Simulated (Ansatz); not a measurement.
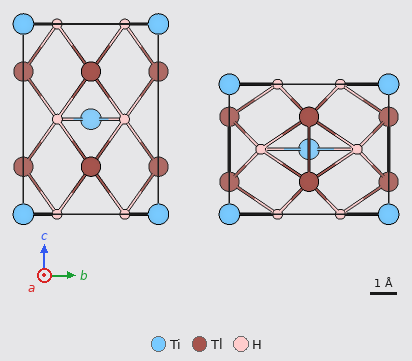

Two geometries of crystalline TiTl$_{2}$H$_{4}$ (built on the YTi2Ga4 type) (coarse preliminary run), drawn at one scale. One is the start of a relaxation, the other its converged end. A ball-and-stick model of the conventional cell (2 times the calculation's cell), seen along the a axis. Lengths and directions refer to the drawn axes.

Theory: DFT PBE, scalar-relativistic, plane waves, PAW in Ansatz 0.2.0. (plane-wave cutoff 420 eV; k-point mesh 4 × 4 × 4; occupations gaussian; smearing width 0.1 eV; no spin polarisation; cell and atoms relaxed; force threshold 0.04 eV/Å; at most 70 steps)

Q: Which geometry has the lower energy?

A: The left one is the relaxed one. Case: YTi2Ga4 type (I4/mmm, No. 139). The largest moves relative to the cell, 0.40 Å, are those of H atoms. Tl and Ti stay in place. The volume changes by +5.3 %, with a = b 6.150 → 5.217 Å (−15.2 %), c 5.025 → 7.352 Å (+46.3 %). Some distances before and after: Tl–Tl 2.512 → 3.676 Å, H–Ti 2.635 → 1.834 Å, H–Tl 2.553 → 2.604 Å. Bonds break, among them: Tl–Tl (2.51 → 3.68 Å). The space group stays I4/mmm (No. 139). After 12 accepted moves (15 points after the start) the energy has fallen by 802 meV per atom. The largest force component goes from 0.34 to 0.0046 eV/Å. The pressure goes from 6.08 to 0.02 GPa. At 3 points the geometry stayed and the basis and grid were re-selected for the new cell (energy shift of 31.4 meV per atom at most each time). Cost: 51 s on 1 thread of Arm Neoverse V1, with other jobs on the host, peak memory 0.38 GiB.

Limits of the set-up: layers or molecules are held without a dispersion correction, so their spacing is unreliable.
